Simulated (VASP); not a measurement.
Band structure of In (bct). These are r2SCAN+rVV10, VASP's PBE PAW potentials (set 64) (plane waves; VASP 6.6.1) values and carry that method's errors.

Unless said otherwise, spin-orbit coupling is left out, though it shifts the bands of the heavy elements here.

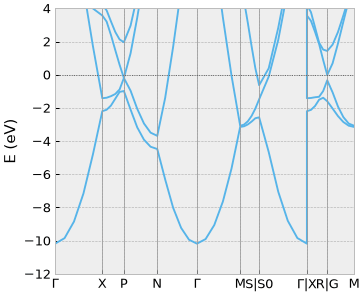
Bands along high-symmetry lines, zero at the valence-band maximum or, without a gap, the Fermi level

### Question
Read the plot: is there a gap, and where are the band edges?

### Answer
It has no gap at this level: it comes out as a metal or semimetal.

The compound is In in the bct structure. It was relaxed first.
